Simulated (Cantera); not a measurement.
A closed system holds: 1 mol SiH₂Cl₂, a varied amount of H₂, equilibrated at 1677 °C and 1.33 mbar.

Method: chemical equilibrium by Gibbs-energy minimisation in Cantera with the NASA 1993 tables (ideal gas, pure condensed phases). Candidate condensed phases: Si; 19 gas species. The tables' values for SiCl, SiCl₃ are old estimates; treat these amounts as uncertain. Gases not in the tables: Si₂H₆ and higher silanes. Kinetics and transport are ignored.

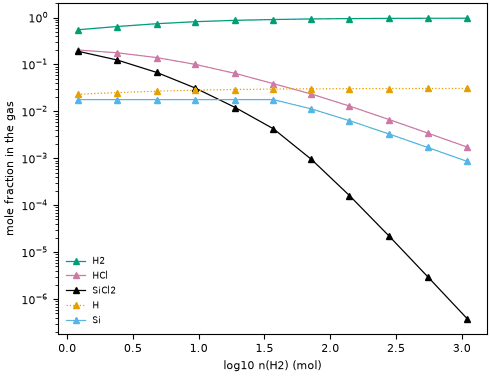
Equilibrium gas composition (values under 1e-9 drawn at 1e-9)

From 1.2 mol H₂ to 37 mol H₂ the condensed part is Si(l). From 72 mol H₂ to 1100 mol H₂ nothing is condensed. The main Si-bearing gas is SiCl₂ at 1.2 mol H₂ and Si at 1100 mol H₂.
